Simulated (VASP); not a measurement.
Data:

```
AgI
1.0
    0.00000     3.28858     3.28858
    3.28858     0.00000     3.28858
    3.28858     3.28858     0.00000
Ag I
1 1
Direct
  0.00000   0.00000   0.00000
  0.25000   0.25000   0.25000
```

Level of theory: optB88-vdW, VASP's PBE PAW potentials (set 64) (plane waves; VASP). Settings: 520 eV cut-off, 8×8×8 Γ-centred mesh, tetrahedra with Blöchl corrections, potentials Ag I.

Unless said otherwise, spin-orbit coupling is left out, though it shifts the bands of the heavy elements here.

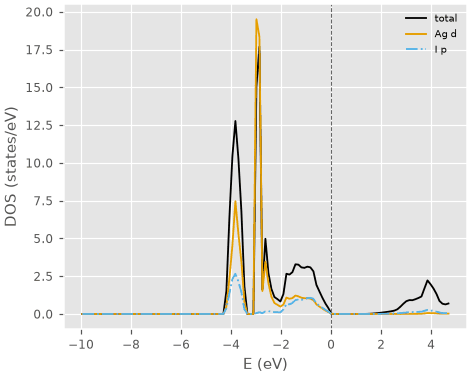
Fig. 1. Total and projected density of states, zero at the valence-band maximum

Within 2 eV below the valence-band maximum the largest weight inside VASP's projection spheres is Ag d, then I p.

The gap is direct, 1.22 eV, from the valence maximum at Γ to the conduction minimum at Γ.

The compound is AgI in the zinc blende structure, whereas wurtzite is the usual form. It was relaxed first.
